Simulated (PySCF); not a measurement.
## Electronic structure of C₂H₃BrOSi in real space

Input file:

```
{"job": {"kind": "uv", "xc": "PBE0", "basis": "def2-SVPD", "nstates": 8, "ntriplets": 3}, "charge": 0, "multiplicity": 1}
O      2.377595    -1.407527    -0.360151
C      1.628305    -0.542884    -0.152963
C      0.699280     0.326851     0.057183
Si    -1.152260    -0.069917    -0.000278
Br     1.144420     2.145213     0.462913
H     -1.730732     0.791875    -1.030116
H     -1.266425    -1.488747    -0.320875
H     -1.691127     0.254547     1.319723
```

Run with:

```sh
OMP_NUM_THREADS=1 python probes_run.py task.json out
```

Geometry: GFN2-xTB.

Method: PBE0/def2-SVPD, SCF density, gas phase (PySCF).

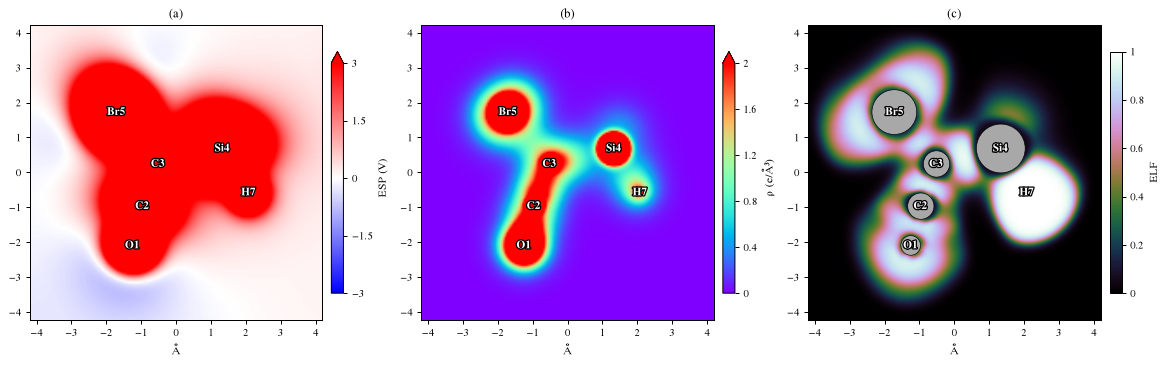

Figure 1. (a) molecular electrostatic potential; (b) total electron density; (c) electron localisation function on the plane of atoms C3, Si4 and H7. Grey discs cover the atomic cores in the ELF map.

### What do the fields say about this system?

The section cuts through O, C, Si, Br and H sites.
C–O (1.16 Å): ρ at the midpoint is about 3.6 e/Å³; the ELF peaks at about 0.85 between the atoms: a short, multiple covalent bond.
C–C (1.29 Å): ρ at the midpoint is about 2.3 e/Å³; the ELF peaks at about 0.90 between the atoms (a multiple bond).
C–Si (1.89 Å): the density is about 0.86 e/Å³ at the midpoint; the ELF peaks at about 0.95 between the atoms: a covalent bond.
C–Br (1.92 Å): ρ at the midpoint is about 1 e/Å³; the ELF peaks at about 0.85 between the atoms: a covalent bond.
Si–H (1.46 Å): ρ is about 0.79 e/Å³ halfway; the ELF climbs to about 1 towards the hydrogen, as it does in any bond to H.
The ELF also peaks beside O1 and Br5, away from the bonds: lone-pair regions.
Outside the dense part of the molecule the potential is most negative (−0.8 V) near O1.

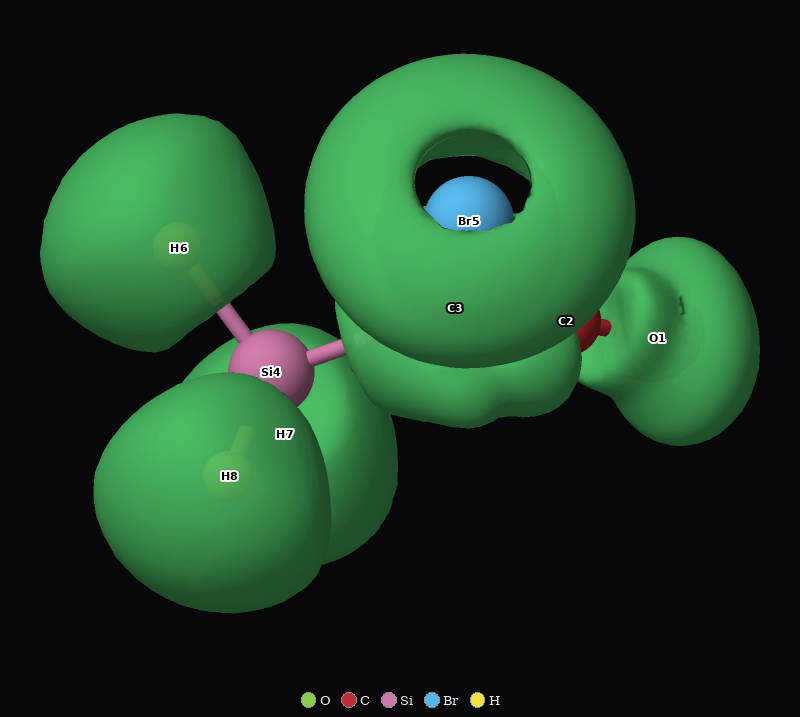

Figure 2. Isosurface of the electron localisation function at 0.75 (green), seen at an oblique angle. Core shells and regions of very low density are left out.

### What do the ELF domains correspond to?

The surface consists of one region between bonded Br–C atoms (shared pairs), three regions around hydrogen nuclei, one region on C in which the atom's valence shell and bonds are merged, one region on O in which the atom's valence shell and bonds are merged and one ring or bowl of non-bonding electrons around Br.

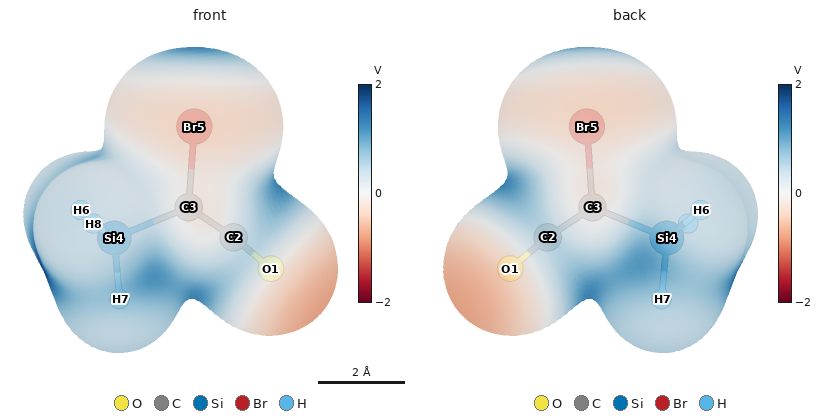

Figure 3. The molecular electrostatic potential painted on the density surface at 0.002 e/bohr³, seen from the front and from behind; the colour scale runs from red (negative) to blue (positive).

### Which sites attract a positive test charge, and which a negative one?

A positive charge is drawn to the negative regions and a negative charge to the positive ones. The most negative region (about −0.7 V) lies over O1, the most positive (about +1.7 V) over Si4. Br5 shows a σ-hole: about +1.2 V at the tip opposite its bond, against about −0.3 V on its flanks.

### How polar is the molecule by this calculation?

Its dipole moment is 1.51 D.
